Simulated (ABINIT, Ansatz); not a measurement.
# Quasiparticle gap of BN (Qingsongite) in ABINIT, part 3 of 3

How does a plane-wave GW calculation on BN (Qingsongite) run from the first input to the gap?

ABINIT 10.8.3; PBE and many-body steps on it, plane waves. Known limits of the many-body steps: not at the basis limit.

So far. Step 4 (Empty states on the mesh, 8×8×8 mesh, 226 bands): On this mesh the gap is 4.535 eV. Step 5 (Screening, 8×8×8 mesh, 218 bands, screening to 435.4 eV): Local fields lower ε∞ by 8 %.

## (6) Self-energy, 8×8×8 mesh, 218 bands, screening to 435.4 eV

The self-energy is evaluated for the states that the input lists, and the levels follow from it, in one-shot runs by the linearised quasiparticle equation.

This step: G0W0 on PBE, plane waves, norm-conserving pseudopotentials.

Contents of run.abi:

```
acell 3*1.0 Angstrom
rprim 
  -0.000000000000 1.807500000000 1.807500000000
  1.807500000000 0.000000000000 1.807500000000
  1.807500000000 1.807500000000 -0.000000000000
ntypat 2
znucl 5 7
natom 2
typat 1 2
xred 
  0.000000000000 0.000000000000 0.000000000000
  0.250000000000 0.250000000000 0.250000000000
pp_dirpath "pseudos"
pseudos "B.upf, N.upf"
ecut 36
ngkpt 8 8 8
nshiftk 1
shiftk 0 0 0
kptopt 1
chksymbreak 0
istwfk *1
occopt 1
irdwfk 1
optdriver 4
nband 218
gwcalctyp 0
ecutsigx 36
symsigma 1
nkptgw 2
kptgw 
  0.0000000000 0.0000000000 0.0000000000
  0.5000000000 0.5000000000 0.0000000000
bdgw 
  2 7
  3 6
ecuteps 16
irdscr 1
ppmodel 1
indata_prefix "in"
outdata_prefix "out"
tmpdata_prefix "tmp"
```

Started as:

```
$ OMP_NUM_THREADS=1 mpirun -n 4 abinit run.abi > log
```

Numbers of over 12 decimals in the logs are rounded to 6 here.

Log:

```text
.Version 10.8.3 of ABINIT. v10.8.2 released Aug 2026.

 Symmetries : space group F-4 3 m (#216); Bravais cF (face-center cubic)
[... echo of the input left out ...]
== DATASET  1 ==================================================================
-   mpi_nproc: 4, omp_nthreads: 1 (-1 if OMP is not activated)

--- !DatasetInfo
iteration_state: {dtset: 1, }
dimensions: {natom: 2, nkpt: 29, mband: 218, nsppol: 1, nspinor: 1, nspden: 1, mpw: 869, }
cutoff_energies: {ecut:  36.0, pawecutdg:  -1.0, }
electrons: {nelect:   8.00000000E+00, charge:   0.00000000E+00, occopt:   1.00000000E+00, tsmear:   1.00000000E-02, }

 SIGMA: Calculation of the GW corrections

 Based on a program developped by R.W. Godby, V. Olevano, G. Onida, and L. Reining.
 Incorporated in ABINIT by V. Olevano, G.-M. Rignanese, and M. Torrent.
.Using double precision arithmetic ; gwpc =  8

[... cell and pseudopotentials left out ...]
--------------------------------------------------------------------------------

 ==== K-mesh for the wavefunctions ====
 Number of points in the irreducible wedge :    29
[... list of points left out ...]
 Together with 24 symmetry operations and time-reversal symmetry
 yields   512 points in the full Brillouin Zone.

 ==== Q-mesh for screening function ====
 Number of points in the irreducible wedge :    29
[... list of points left out ...]
 Together with 24 symmetry operations and time-reversal symmetry
 yields   512 points in the full Brillouin Zone.

 vcoul_init : cutoff-mode = AUXILIARY_FUNCTION
 q-points for optical limit:   1
     1)      0.000010    0.000020    0.000030
 setmesh: FFT mesh size selected  =    25x   25x   25
          total number of points  =        15625

 Number of electrons calculated from density =    8.0000; Expected =    8.0000
 average of density, n =  0.100376
 r_s =    1.3348
 omega_plasma =   30.5612 [eV]

 === KS Band Gaps ===
  >>>> For spin  1
   Minimum direct gap =   8.8782 [eV], located at k-point      :   0.0000  0.0000  0.0000
   Fundamental gap    =   4.5349 [eV], Top of valence bands at :   0.0000  0.0000  0.0000
                                       Bottom of conduction at :   0.5000  0.5000  0.0000
 SIGMA fundamental parameters:
 PLASMON POLE MODEL  1
 number of plane-waves for SigmaX                  869
 number of plane-waves for SigmaC and W            259
 number of plane-waves for wavefunctions           869
 number of bands                                   218
 number of independent spin polarizations            1
 number of spinorial components                      1
 number of k-points in IBZ                          29
 number of q-points in IBZ                          29
 number of symmetry operations                      24
 number of k-points in BZ                          512
 number of q-points in BZ                          512
 number of frequencies for dSigma/dE                 9
 frequency step for dSigma/dE [eV]                0.25
 number of omega for Sigma on real axis              0
 max omega for Sigma on real axis  [eV]           0.00
 zcut for avoiding poles [eV]                     0.10

 EPSILON^-1 parameters (SCR file):
 dimension of the eps^-1 matrix on file            259
 dimension of the eps^-1 matrix used               259
 number of plane-waves for wavefunctions           869
 number of bands                                   218
 number of q-points in IBZ                          29
 number of frequencies                               2
 number of real frequencies                          1
 number of imag frequencies                          1

 matrix elements of self-energy operator (all in [eV])

 Perturbative Calculation

--- !SelfEnergy_ee
iteration_state: {dtset: 1, }
kpoint     : [   0.000,    0.000,    0.000, ]
spin       : 1
KS_gap     :    8.878
QP_gap     :   11.038
Delta_QP_KS:    2.160
data: !SigmaeeData |
     Band     E0 <VxcDFT>   SigX SigC(E0)      Z dSigC/dE  Sig(E)    E-E0       E
        2   8.220 -18.520 -22.080   2.224   0.826  -0.211 -19.623  -1.103   7.117
        3   8.220 -18.520 -22.080   2.224   0.826  -0.211 -19.623  -1.103   7.117
        4   8.220 -18.520 -22.080   2.224   0.826  -0.211 -19.623  -1.103   7.117
        5  17.099 -13.778  -7.152  -5.372   0.842  -0.187 -12.721   1.057  18.155
        6  17.099 -13.778  -7.152  -5.372   0.842  -0.187 -12.721   1.057  18.155
        7  17.099 -13.778  -7.152  -5.372   0.842  -0.187 -12.721   1.057  18.155

--- !SelfEnergy_ee
iteration_state: {dtset: 1, }
kpoint     : [   0.500,    0.500,    0.000, ]
spin       : 1
KS_gap     :    9.442
QP_gap     :   11.458
Delta_QP_KS:    2.016
data: !SigmaeeData |
     Band     E0 <VxcDFT>   SigX SigC(E0)      Z dSigC/dE  Sig(E)    E-E0       E
        3   3.313 -16.496 -21.657   3.295   0.814  -0.228 -18.016  -1.520   1.793
        4   3.313 -16.496 -21.657   3.295   0.814  -0.228 -18.016  -1.520   1.793
        5  12.755 -12.570  -7.394  -4.595   0.854  -0.171 -12.074   0.496  13.251
        6  17.562 -12.696  -6.779  -5.183   0.850  -0.176 -12.071   0.624  18.186

== END DATASET(S) ==============================================================
================================================================================

 -outvars: echo values of variables after computation  --------
           etotal      0.0000000000E+00
            nband         218
             nkpt          29
          spgroup         216
 [... the other variables as echoed above ...]

 Calculation completed.
```

Run time: 61 s. Hardware: 4 MPI ranks of Arm Neoverse V2, shared host; peak memory 2.2 GiB; 4.1 min of CPU time.

This step gave:

```yaml
g0w0_gap_on_the_points_computed: 6.134 eV
starting_gap_on_the_mesh: 4.535 eV
k_of_the_valence_top: 0, 0, 0
k_of_the_conduction_bottom: 0.5, 0.5, 0
z_at_the_valence_top: 0.826
z_at_the_conduction_bottom: 0.854
least_direct_g0w0_gap_on_the_computed_points: 11.04 eV
```

The gap on the mesh goes from 4.53 eV to 6.13 eV, a correction of +1.60 eV.

Limits: finite bands, cutoff and mesh. v1 is the top filled band, c1 the lowest empty one. The levels before and after the correction (eV, zero at the valence-band top of each column):

```csv
,conduction bottom,valence top
Kohn-Sham,4.53,0.00
G0W0,6.13,0.00
```

```csv
,level,energy (eV)
Kohn-Sham,Γ v3-v1,0.000
Kohn-Sham,Γ c1-c3,8.878
Kohn-Sham,(0.5 0.5 0) v2-v1,-4.907
Kohn-Sham,(0.5 0.5 0) c1,4.535
Kohn-Sham,(0.5 0.5 0) c2,9.342
G0W0,Γ v3-v1,0.000
G0W0,Γ c1-c3,11.038
G0W0,(0.5 0.5 0) v2-v1,-5.324
G0W0,(0.5 0.5 0) c1,6.134
G0W0,(0.5 0.5 0) c2,11.069
```

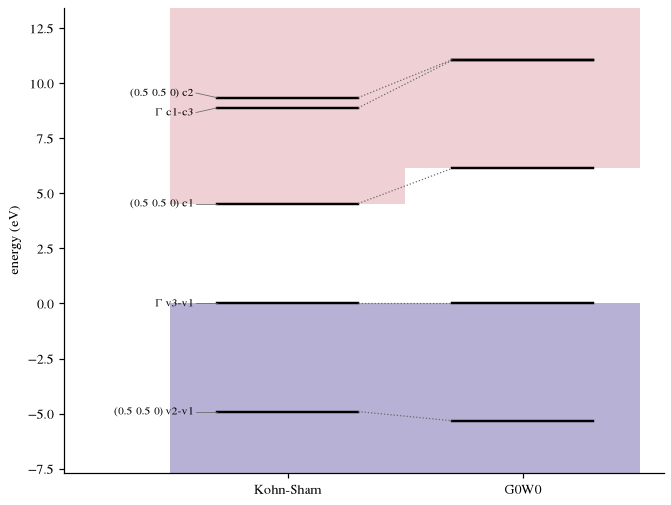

Levels before and after the correction. Shaded: valence and conduction bands.

## (7) Where the time went

Times are wall times on 4 MPI ranks of Arm Neoverse V2, shared host, good to a factor of about two.

```csv
step,time,share,memory (GiB)
ground state,4 s,1 %,0.26
bands along the symmetry lines,3 s,1 %,0.23
empty states on the mesh,7.7 s,1 %,0.35
screening,7.8 min,86 %,2.2
self-energy,61 s,11 %,2.2
```

## (8) Summary of results

```
PBE gap              : 4.54 eV, indirect
G0W0 gap on the mesh : 6.13 eV
GW settings          : 8×8×8 mesh, 218 bands, screening to 435.4 eV, Godby-Needs plasmon pole
known limits         : not at the basis limit
```

In words: G0W0 moves the gap on the mesh from 4.53 eV to 6.13 eV (+1.60 eV), with Z of 0.83 and 0.85 at the edges. Local fields lower the RPA ε∞ on this mesh from 4.66 to 4.31. Only 2 of the mesh's irreducible points were corrected, so a valley elsewhere could overtake. The dearest step here is «screening». Bands and cutoff are finite, so the gap is not at the basis limit. The miss can reach some tenths of an eV and take either sign; the mesh is an error of its own. In the G0W0 run levels were corrected at 2 k points alone, so a gap called «on the mesh» is the least over those, and an edge elsewhere would be missed.

[Paths, hosts, dates, memory and timing lines, banners, echoed tables and standing remarks are left out of the program output.]

[Logs are printed without paths, hosts, clocks, repeated set-up lines and the standing remarks that a program may print on its own settings, such as how far it seeks lower states.]

[Runs of the session that timed out or met a known fault of the program may be left out.]

[Hosts, paths, dates, database ids (printed as entryN), source tags and the programs' standing remarks are cut or masked in the printed files.]

[G0W0 gaps are taken among the corrected bands and points alone; a level outside them can change the order at an edge.]

[Where Ansatz stands beside ABINIT at settings called matched, ABINIT's density can come from a denser mesh and the files from another edition; pairs whose starting gaps differed by over 0.03 eV were left out, so agreement reads better than it is.]
